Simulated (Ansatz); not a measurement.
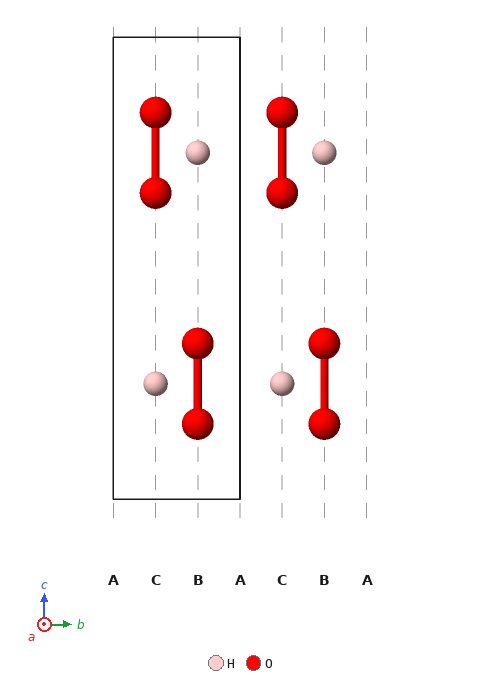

Projection along an edge of the hexagonal mesh, stacking direction c upwards. The dashed lines mark the three columns A (0, 0), B (1/3, 2/3) and C (2/3, 1/3). The sequence starts with the first layer at or above the cell's origin.

The compound is HO2, taken as the end point of a relaxation with DFT, PAW plane waves, r2scan (Ansatz 0.2.0); the starting structure was generated, so it need not be a known form of this composition.

> Read off the stacking sequence over one period.

O(B) – H(C) – O(B) – O(C) – H(B) – O(C) (six layers in 8.04 Å).

> How are the O layers alone stacked?

O layers alone: BBCC, a sequence in which some neighbouring layers lie directly above each other.

> Which positions between or in the O layers do the other atoms fill?

H: two trigonal-prismatic sites (per hexagonal cell). Two of the four gaps between O layers are empty, 2.62 Å wide.

> What short polytype symbol fits?

Polytype symbol 2H, the symbol of a layered MX2 polytype (number of slabs in the repeat and lattice).
